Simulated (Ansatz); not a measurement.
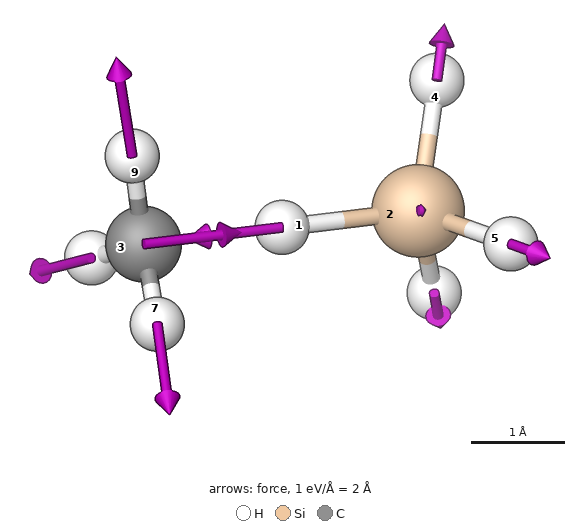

Starting geometry of CH$_{7}$Si (multiplicity 2) with the computed forces as purple arrows. Style: ball-and-stick. Shown at a tilt.

Theory: UKS PBE-D4/def2-SVP in Ansatz 0.2.0.

Input file:
```yaml
crystal:
  periodic: [false, false, false]
  atoms:
    - {symbol: H, position_ang: [-0.076918, -0.012094, -0.041791]}
    - {symbol: Si, position_ang: [1.327887, 0.221831, 0.684278]}
    - {symbol: C, position_ang: [-1.509859, -0.252207, -0.778353]}
    - {symbol: H, position_ang: [1.306672, 1.520898, 1.408492]}
    - {symbol: H, position_ang: [1.577860, -0.877501, 1.654593]}
    - {symbol: H, position_ang: [2.417711, 0.241116, -0.327847]}
    - {symbol: H, position_ang: [-1.513039, -1.332986, -0.852922]}
    - {symbol: H, position_ang: [-1.351166, 0.301003, -1.696215]}
    - {symbol: H, position_ang: [-2.179248, 0.189939, -0.050334]}
basis:
  gaussian: {orbitals: def2-SVP}
magnetization: {spin_polarized: true, initial_magnetization: 1}
hamiltonian: {xc: pbe, dispersion: d4}
relax: {f_tol: 0.03, max_steps: 60, escape_saddle: false}
```

Command:
```bash
ansatz run in.yaml --threads 2 --pin off --events-out ev --progress --plain --max-ram 4352MiB
```

Q: Is this structure relaxed? If not, where do the atoms go?

A: It isn't relaxed: the largest force vector, on H atoms, is 0.62 eV/Å. The final displacements have little in common with the starting forces (cosine between the two patterns 0.27). After 10 accepted moves (11 points after the start) the energy has fallen by 0.915 eV. Largest force component: 0.62 eV/Å at the start, 0.014 eV/Å at the end. The line search rejected the trial step at point 4 of the run. The atom that moves furthest after the best rigid fit is H1 (0.82 Å). Largest moves by element: H 0.82 Å, Si 0.67 Å, C 0.30 Å. Among the contacts that change: H1–Si2 1.599 → 3.081 Å, H1–C3 1.629 → 1.108 Å, C3–H7 1.083 → 1.106 Å, Si2–H4 1.487 → 1.504 Å. New bonds form: H1–C3 (1.63 → 1.11 Å). Bonds break: H1–Si2 (1.60 → 3.08 Å). Bond angles that change, for instance: H7–C3–H8 116.8° → 109.5°, H4–Si2–H5 109.3° → 111.4°. The run took 6 s on 2 threads of AMD EPYC 9R45, with other jobs on the host.
